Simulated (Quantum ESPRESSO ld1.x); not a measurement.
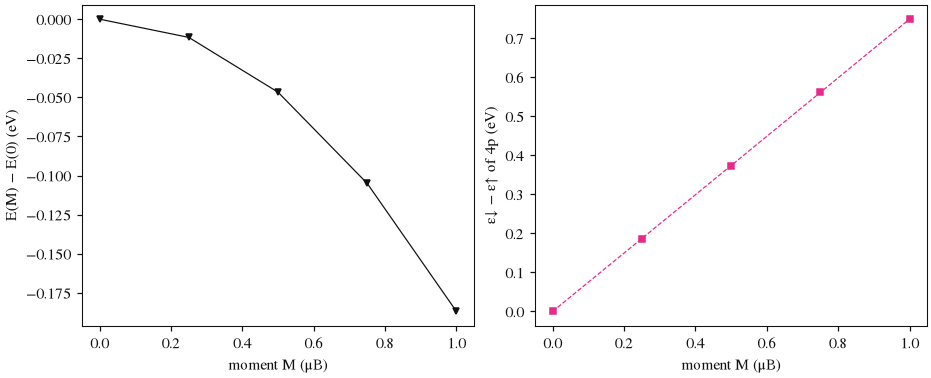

For Kr⁺ in [Ar] 3d10 4s2 4p5, the spin moment of the 4p shell is fixed at a series of values. Computed with Quantum ESPRESSO ld1.x 7.5: scalar-relativistic Kohn-Sham, LDA (Slater exchange, Perdew-Wang correlation), spin-polarised, spherical densities, point nucleus. The plot shows the energy and the exchange splitting.

**What is the spin-polarisation energy, and which exchange integral follows?**

The energy falls with the moment, to −0.187 eV at M = 1 μB, the largest moment run; with one electron or hole in the shell the exact energy would hardly depend on M, so most of the fall is the functional's fractional-spin error. A fit E = −I M²/4 gives an exchange integral I of about 0.75 eV, and the exchange splitting grows nearly in proportion to M, to 0.749 eV (0.75 eV per μB).
